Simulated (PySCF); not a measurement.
```xyz
6

F    -1.1522    1.3478   -0.1258
Ge   -0.2489   -0.2174   -0.0365
F     1.2696    0.8371   -0.0248
H     0.1932   -0.8544    1.3565
H     0.2614   -0.9460   -1.3582
H    -1.7115   -0.9878   -0.0431
```

Geometry: B3LYP/6-31G*.

Level of theory: DFT single point, gas phase, functional wB97X (PySCF 2.14.0, density-fitted response routines).

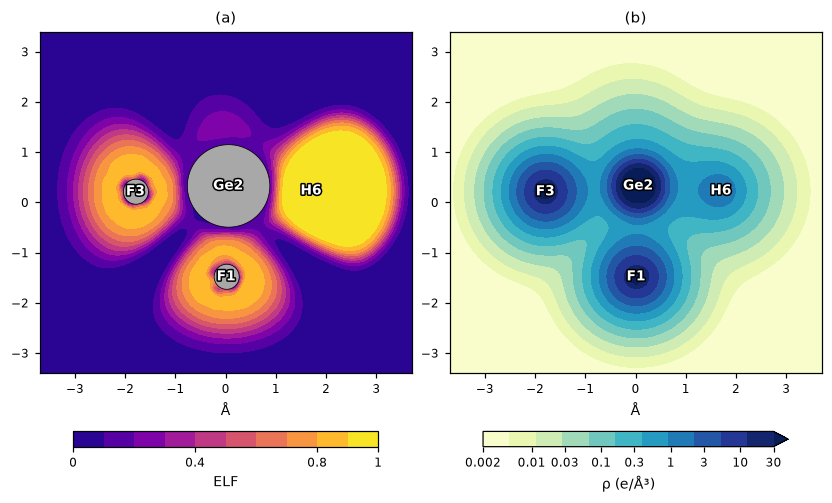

F₂GeH₃ (charge −1). (a) ELF; (b) electron density on the plane of atoms F1, Ge2 and H6. Grey discs cover the atomic cores in the ELF map.

Q: What do the fields say about this system?

A: The plane passes through F, Ge and H nuclei. Ge–F (1.81 Å): the density is about 0.82 e/Å³ at the midpoint; the ELF peaks at about 0.80 in the valence shell of F, 0.5 Å from its nucleus, and is about 0.25 at the midpoint. The ELF also peaks beside F1 and F3, away from the bonds: lone-pair regions.
